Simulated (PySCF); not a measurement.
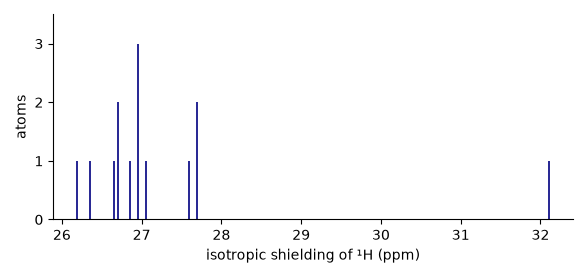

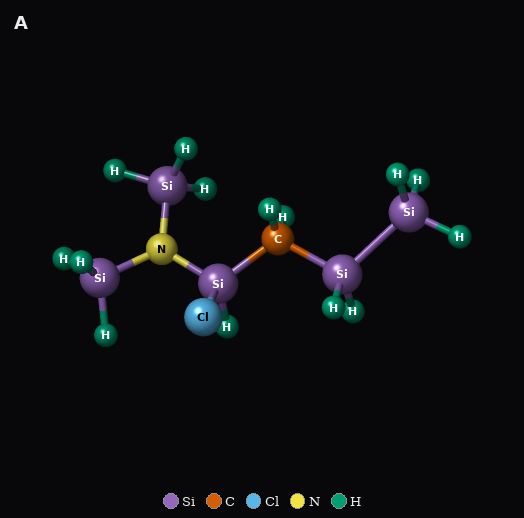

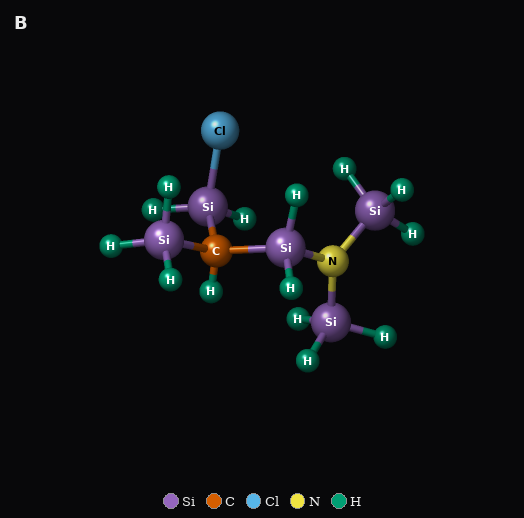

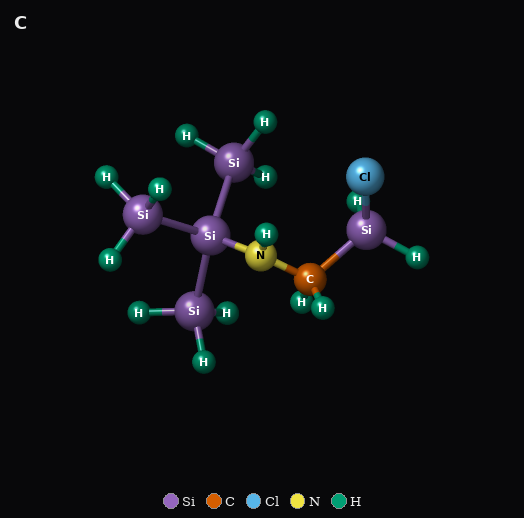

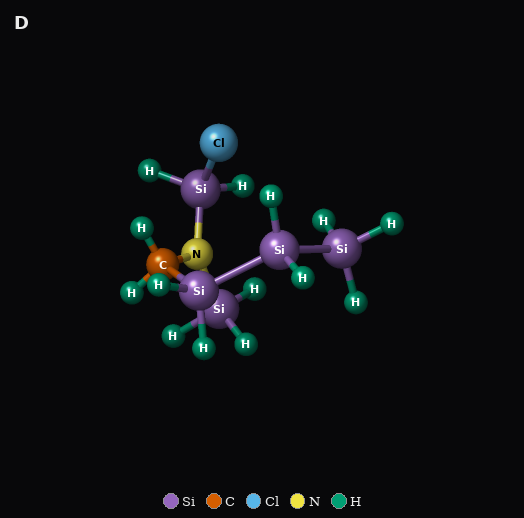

The sticks are computed shieldings of one of the molecules, for one fixed geometry (GFN2-xTB) without averaging over rotations. Low shielding means a high chemical shift. Method: GIAO PBE0/pcSseg-1 NMR shielding, non-relativistic, gas phase (PySCF 2.14.0).

**Match the spectrum to a structure.**

B, `[SiH3][C@@H]([SiH2]Cl)[SiH2]N([SiH3])[SiH3]`. Its 14 H atoms give lines at 26.19, 26.35, 26.65, 26.70 (2 atoms), 26.86, 26.95 (3 atoms), 27.06, 27.59, 27.69 (2 atoms), 32.11 ppm.

The geometry is semi-empirical. Around Si such bond lengths and angles can be off by a tenth of an ångström or more and by several degrees, and values that hang on the shape move with them.
